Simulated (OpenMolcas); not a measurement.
# AlO (oxoaluminum) at USSB-D (no dispersion term)/6-31G

What is the energy change on altering one bond length of AlO (oxoaluminum) at USSB-D (no dispersion term)/6-31G? 

Program for the calculation: OpenMolcas 26.06.

### Step 1. The system as given

The species is AlO (2 atoms), meant as a doublet with charge 0. As SMILES, `[O]=[Al]`. The shape comes from GFN2-xTB, which is rough for such elements, and wasn't checked as a minimum.

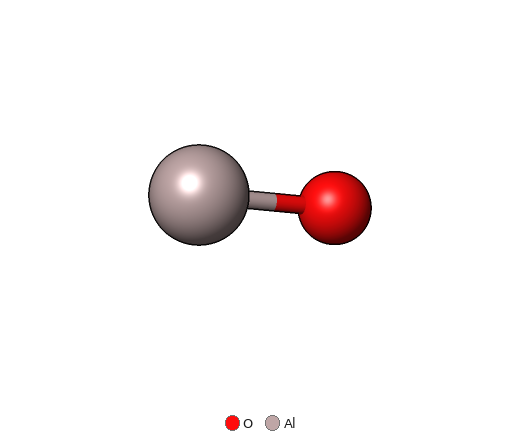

The structure, seen from a chosen angle (oxygen red, aluminium light grey).

### Step 2. A single-point energy at USSB-D (no dispersion term)/6-31G

Input file coord.xyz:

```xyz
2

O      0.000000     0.000000     0.000000
Al     0.000000     0.000000     1.570050
```

Input file job.inp:

```
* AlO Kohn-Sham DFT

&gateway
 baslib = $CurrDir
 coord = coord.xyz
 basis = 6-31G
 group = NoSym

&seward
 gridinput
 Grid=Fine
 End of Grid

&scf
 uhf
 spin = 2
 ksdft = SSBD
 prorbitals = 0
```

The basis set 6-31G is read from a file made from the Basis Set Exchange's data (not shown).

Launch:

```console
$ export MOLCAS_MEM=1860
$ pymolcas job.inp > job.log
```

Output:

```text
--- Start Module: gateway ---
[...]
--- Stop Module: gateway /rc=_RC_ALL_IS_WELL_ ---
--- Start Module: seward ---
[...]
      Basis functions           22
--- Stop Module: seward /rc=_RC_ALL_IS_WELL_ ---
--- Start Module: scf ---
[...]
 ###    WARNING:  Find_Functional: Dispersion corrections are                ###
 ###    not implemented!                                                     ###
 ###############################################################################
[...]
       Convergence after  14 Iterations
[...]
::    Total KS-DFT energy                            -319.0559134131
[...]
      Total spin, S                                     0.5018121109
[...]
      Total electronic charge=   21.000000
      Total            charge=   -0.000000
[...]
      Dipole Moment (debye):
      Origin of the operator (angstrom)=    0.0000    0.0000    0.9857
                   X= -1.3174E-15               Y=  2.4059E-15               Z=  3.6029E+00           Total=  3.6029E+00
      Quadrupole Moment (debye*angstrom):
[...]
--- Stop Module: scf /rc=_RC_ALL_IS_WELL_ ---
[...]
```

Wall time 2.8 s (1 thread of Arm Neoverse V1, shared host); peak memory 0.37 GiB.

### Step 3. The distorted shape, same level

Input file coord.xyz:

```xyz
2

O      0.000000     0.000000     0.157050
Al     0.000000     0.000000     1.570050
```

Input file job.input:

```
* AlO Kohn-Sham DFT

&GATEWAY
 BasLib
 $CurrDir
 Coord
 coord.xyz
 Basis
 6-31G
 Group
 NoSym

&SEWARD
 GridInput
 Grid=Fine
 End of Grid

&SCF
 UHF
 Spin
 2
 KSDFT
 SSBD
 PrOrbitals
 0
```

The basis set 6-31G is read from a file made from the Basis Set Exchange's data (not shown).

Launch:

```console
$ export MOLCAS_MEM=1860
$ pymolcas job.input > job.log
```

Output:

```text
--- Start Module: gateway ---
[...]
--- Stop Module: gateway /rc=_RC_ALL_IS_WELL_ ---
--- Start Module: seward ---
[...]
      Basis functions           22
--- Stop Module: seward /rc=_RC_ALL_IS_WELL_ ---
--- Start Module: scf ---
[...]
 ###    WARNING:  Find_Functional: Dispersion corrections are                ###
 ###    not implemented!                                                     ###
 ###############################################################################
[...]
       Convergence after  12 Iterations
[...]
::    Total KS-DFT energy                            -318.9943454018
[...]
      Total spin, S                                     0.5014660379
[...]
      Total electronic charge=   21.000000
      Total            charge=   -0.000000
[...]
      Dipole Moment (debye):
      Origin of the operator (angstrom)=    0.0000    0.0000    1.0442
                   X=  3.8503E-16               Y=  1.8557E-15               Z=  3.4397E+00           Total=  3.4397E+00
      Quadrupole Moment (debye*angstrom):
[...]
--- Stop Module: scf /rc=_RC_ALL_IS_WELL_ ---
[...]
```

Wall time 2.7 s (1 thread of Arm Neoverse V1, shared host); peak memory 0.37 GiB.

### Step 4. Results

Level: USSB-D (no dispersion term)/6-31G.

| quantity | value |
| --- | --- |
| first shape: total energy | -319.05591 Eh |
| first shape: dipole moment | 3.60 D |
| first shape: HOMO energy (highest over α and β) | -6.70 eV |
| first shape: LUMO energy (lowest over α and β) | -5.23 eV |
| first shape: ⟨S²⟩ | 0.754 |
| distorted shape: total energy | -318.99435 Eh |
| distorted shape: dipole moment | 3.44 D |
| distorted shape: HOMO energy (highest over α and β) | -6.53 eV |
| distorted shape: LUMO energy (lowest over α and β) | -5.08 eV |
| distorted shape: ⟨S²⟩ | 0.753 |
| energy change with the O1–Al2 bond shortened from 1.570 to 1.413 Å | 1.675 eV |

With the O1–Al2 bond shortened from 1.570 to 1.413 Å the energy rises by 1.68 eV (39 kcal/mol). The first shape isn't relaxed at this level, so the change isn't measured from a minimum.
